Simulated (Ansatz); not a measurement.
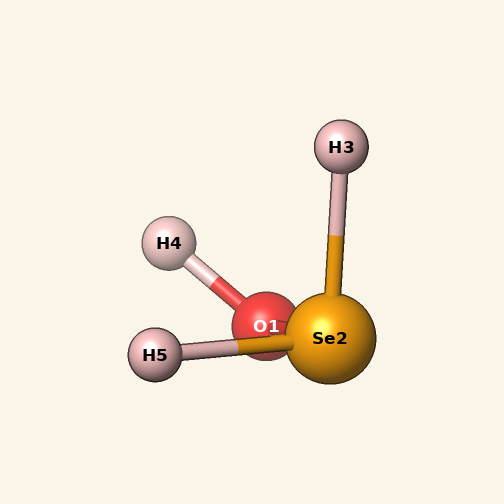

O1 lies behind Se2. The molecule seen a little off the Se2–O1 bond, Se2 in front. Atoms fade into the background with distance from the viewer. The species has charge +1 and is a spin singlet. The computed structure is the end point of a PBE-D4/def2-SVP optimisation. No frequency run is at hand to confirm it as a minimum.

### What is the torsion angle H3–Se2–O1–H4? The sign is positive where the front bond must turn clockwise to cover the back bond.

−47°, synclinal (gauche).
